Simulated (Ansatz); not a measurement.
# One shape, several levels: SiH2SF (SMILES F[SiH]S)

We compute a comparison of 5 runs (U-wB97M-V/STO-3G, UB2PLYP/STO-3G, UCAM-B3LYP/STO-3G, USVWN5/STO-3G, UCCSDT(Q)/STO-3G) of SiH2SF. 

The calculation is run with Ansatz 0.2.0.

72 further runs of the same task are left out: 4 that didn't finish, 68 set aside as unsound or not needed.

## Step 1: Starting point

SiH2SF has 5 atoms, charge 0, and is taken as a doublet. As SMILES, `F[SiH]S`. The H4–Si2 distance was set to 3.724 Å, away from the relaxed value. At this shape a bond of the SMILES string is far longer than usual.

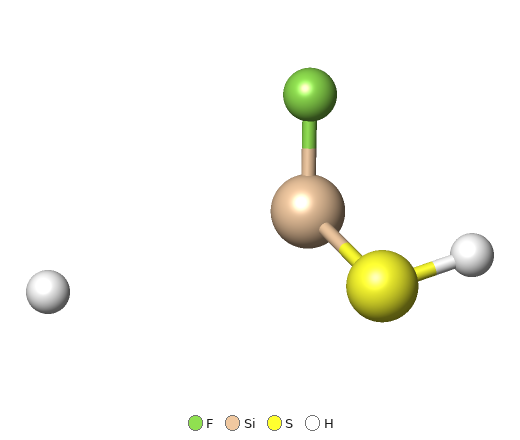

The structure, seen from a chosen angle (fluorine green, silicon light orange, sulfur yellow, hydrogen white).

## Step 2: The energy at U-wB97M-V/STO-3G (run 1)

Contents of run.yaml:

```yaml
basis:
  gaussian: {orbitals: STO-3G}
crystal:
  periodic: [false, false, false]
  atoms:
    - symbol: F
      position_ang: [-1.253700, 1.345517, 2.352478]
    - symbol: Si
      position_ang: [-0.640800, 1.704717, 0.914978]
    - symbol: S
      position_ang: [1.389300, 2.311217, 1.026478]
    - symbol: H
      position_ang: [-0.621800, -1.416500, -1.115500]
    - symbol: H
      position_ang: [1.131300, 3.472217, 1.653278]
magnetization: {spin_polarized: true, initial_magnetization: 1}
hamiltonian: {xc: {name: wB97M-V}}
accuracy: high
```

The run is started by

```
$ ansatz run run.yaml --threads 1 --pin off --max-ram 2610MiB --events-out events.jsonl --progress --plain --runs-dir runs
```

The log of the run:

```text
Warning: RAYON_NUM_THREADS=1 ignored (pool sized by the plan → 1); use --threads N
Functional definition: wB97M-V
  name "wB97M-V"
  parameter omega = 0.3/bohr
  parameter cx = 0.15
  parameter cx01 = 1.007
  parameter cx10 = 0.259
  parameter css00 = 0.443
  parameter css04 = -1.437
  parameter css10 = -4.535
  parameter css20 = -3.390
  parameter css43 = 4.278
  parameter cos00 = 1.000
  parameter cos10 = 1.358
  parameter cos20 = 2.924
  parameter cos21 = -8.812
  parameter cos60 = -1.390
  parameter cos61 = 9.142
  parameter b = 6.0
  parameter c = 0.01
  gx(w, u) = 1 - cx + cx01*u + cx10*w
  gss(w, u) = css00 + css04*u^4 + css10*w + css20*w^2 + css43*w^4*u^3
  gos(w, u) = cos00 + cos10*w + (cos20 + cos21*u)*w^2 + (cos60 + cos61*u)*w^6
  exchange = spin_sum(e_x_unif_sr(omega)*gx(b97_w, b97_u_x)) + cx*exact_x_sr(omega) + exact_x_lr(omega)
  correlation = spin_sum(e_c_pw_mod_same_spin*gss(b97_w, b97_u_same))
      + integral(e_c_pw_mod_opposite_spin*gos(b97_w_opposite, b97_u_opposite)) + vv10(b, c)
454 factors; integrals over basis functions are off by at most 2.7e-8 eV
163 factors; integrals over basis functions are off by at most 1.2e-9 eV
mean field evaluation 1: about -21197.2620 eV, gradient 1.7e1 eV
mean field evaluation 2: about -21192.4265 eV, gradient 1.7e1 eV
mean field evaluation 4: about -21207.1046 eV, gradient 6.2e0 eV
mean field evaluation 8: about -21208.7569 eV, gradient 2.5e-1 eV
mean field evaluation 16: about -21208.7582 eV, gradient 2.0e-3 eV
mean field evaluation 32: about -21208.5817 eV, gradient 1.4e0 eV
mean field -21208.75824841 eV, -779.4074898166 hartree, gradient 8.6e-8 eV, S^2 0.750018; 2 other end points of the search recorded, 0 dependent functions left out
reference -21208.75825109 eV, -779.4074899150 hartree; 21, 20 occupied and 4, 5 virtual orbitals, 454 factors
Total energy: -21208.75825109 eV, -779.4074899150 hartree
```

Wall time 37 s (1 thread of Arm Neoverse V1, shared host); peak memory 0.58 GiB.

## Step 3: A single-point energy at UB2PLYP/STO-3G (run 2)

Contents of molecule.yaml:

```yaml
crystal:
  periodic: [false, false, false]
  atoms:
    - {symbol: F, position_ang: [-1.253700, 1.345517, 2.352478]}
    - {symbol: Si, position_ang: [-0.640800, 1.704717, 0.914978]}
    - {symbol: S, position_ang: [1.389300, 2.311217, 1.026478]}
    - {symbol: H, position_ang: [-0.621800, -1.416500, -1.115500]}
    - {symbol: H, position_ang: [1.131300, 3.472217, 1.653278]}
basis:
  gaussian:
    orbitals: STO-3G
total_charge: 0
magnetization:
  spin_polarized: true
  initial_magnetization: 1
hamiltonian:
  xc: {name: B2PLYP}
correlation:
  frozen_orbitals: {F: 1, H: 0, S: 5, Si: 5}
accuracy: high
```

The run is started by

```
$ ansatz run molecule.yaml --threads 1 --pin off --max-ram 2610MiB --events-out events.jsonl --progress --plain --runs-dir runs
```

The log of the run, shortened:

```text
Warning: RAYON_NUM_THREADS=1 ignored (pool sized by the plan → 1); use --threads N
Functional definition: B2PLYP
  name "B2PLYP"
[...]
454 factors; integrals over basis functions are off by at most 2.7e-8 eV
[...]
mean field -21195.01740106 eV, -778.9025229903 hartree, gradient 2.4e-8 eV, S^2 0.750209; 3 other end points of the search recorded, 0 dependent functions left out
11 core orbitals not correlated: weight in the atoms' cores, before any rotation towards them, 1.000 or more for the frozen orbitals, at most 0.000 for the correlated occupied ones
reference -21195.01742218 eV, -778.9025237664 hartree; 10, 9 occupied and 4, 5 virtual orbitals, 454 factors
second order -3.11486671 eV of doubles, -0.00000000 eV of singles
Total energy: -21195.85843619 eV, -778.9334304613 hartree
```

It took 5.7 s on 1 thread of Arm Neoverse V1, shared host; peak memory 0.16 GiB.

Runs 3 to 4 aren't shown in full; the table further down has their settings and results.

## Step 4: A single-point energy at UCCSDT(Q)/STO-3G (run 5)

Contents of job.yaml:

```yaml
crystal:
  periodic: [false, false, false]
  atoms:
    - {symbol: F, position_ang: [-1.253700, 1.345517, 2.352478]}
    - {symbol: Si, position_ang: [-0.640800, 1.704717, 0.914978]}
    - {symbol: S, position_ang: [1.389300, 2.311217, 1.026478]}
    - {symbol: H, position_ang: [-0.621800, -1.416500, -1.115500]}
    - {symbol: H, position_ang: [1.131300, 3.472217, 1.653278]}
basis:
  gaussian:
    orbitals: STO-3G
magnetization:
  spin_polarized: true
  initial_magnetization: 1
scf:
  omitted_lower_state_checks: [cluster_reference, increment]
accuracy: high
correlation:
  method: ccsdt_q
  frozen_orbitals: {F: 1, H: 0, S: 5, Si: 5}
```

The run is started by

```
$ ansatz run job.yaml --threads 1 --pin off --max-ram 2610MiB --events-out events.jsonl --progress --plain --runs-dir runs
```

The log of the run:

```text
Warning: RAYON_NUM_THREADS=1 ignored (pool sized by the plan → 1); use --threads N
[... 14 lines left out ...]
11 core orbitals not correlated: weight in the atoms' cores, before any rotation towards them, 1.000 or more for the frozen orbitals, at most 0.000 for the correlated occupied ones
[... 44 lines left out ...]
Total energy: -21168.78307688 eV, -777.9384293587 hartree
Checks for a lower state left out: cluster_reference, increment
```

Run time: 3.3 s. Hardware: 1 thread of Arm Neoverse V1, shared host; peak memory 0.13 GiB.

## Step 5: The series

```
run              level  frozen core orbitals  energy (Eh)   ⟨S²⟩  wall time
  1   U-wB97M-V/STO-3G                     –  -779.407490  0.750       37 s
  2     UB2PLYP/STO-3G                    11  -778.933430  0.750      5.7 s
  3  UCAM-B3LYP/STO-3G                     –  -779.266341  0.750      3.9 s
  4      USVWN5/STO-3G                     –  -776.078274  0.750      1.6 s
  5   UCCSDT(Q)/STO-3G                    11  -777.938429  0.804      3.3 s
```

## Step 6: What came out

| quantity | value |
| --- | --- |
| run 5: total energy | -777.93843 Eh |
| run 5: correlation energy (11 core orbitals frozen) | -101.2 mEh |
| run 5: ⟨S²⟩ of the reference determinant | 0.804 |
| run 5: T1 diagnostic | 0.031 |

Totals of different functionals can't be ranked against each other. In runs 1, 2, 3, 4, 5 the basis is minimal, so the values are rough. All runs together took 51 s, the longest 37 s.
